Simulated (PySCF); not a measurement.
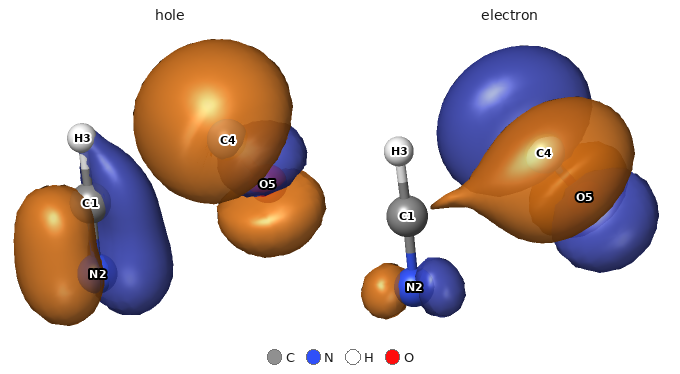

C2HNO, SMILES `C#N.[C-]#[O+]`. Leading natural transition orbital pair of S₃ (TDA singlet states); the surfaces enclose about 85 % of each orbital's density.

Computed with PySCF, M06-2X/def2-SVP, geometry: an unrelaxed start of a pair search. Without diffuse functions Rydberg states are missing, so the states' numbers hold for this basis only.

Give its energy and the atoms that hole and electron lie on.

8.14 eV (152 nm), f = 0.050; the leading pair carries 77 %; hole on C4 (42 %), N2 (24 %) and C1 (18 %), electron on C4 (52 %), O5 (24 %) and N2 (11 %) (shares are of the whole state, not of the leading pair alone); their centroids lie 0.6 Å apart; S₂ lies within 0.1 eV of it. In canonical orbitals it is mainly HOMO → LUMO+1 (62 %). The HOMO–LUMO gap is 11.70 eV.

Run time: 2.3 min on 1 thread of Arm Neoverse V1 (shared host), peak memory 0.44 GiB.
